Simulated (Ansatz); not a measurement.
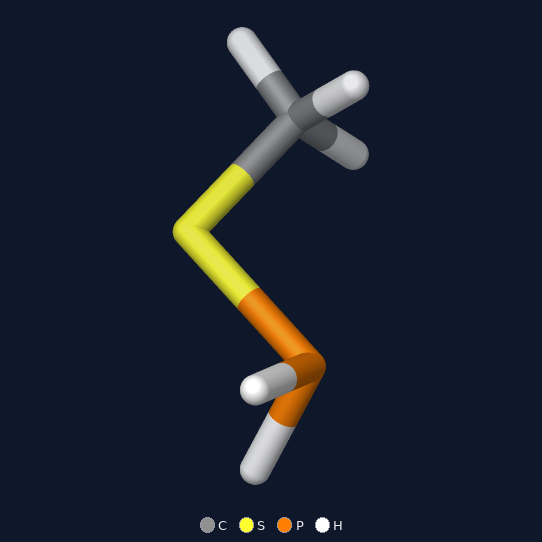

Computed geometry: PBE0-D4/def2-TZVP optimisation.

Draw it as a skeletal formula.

SMILES: CSP

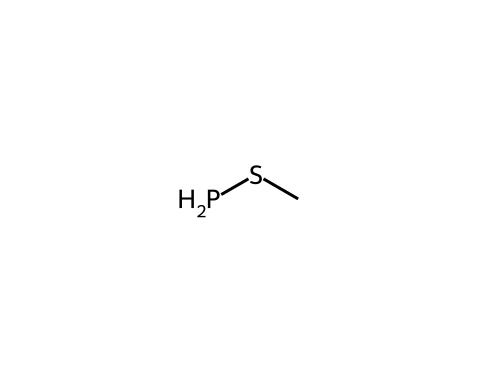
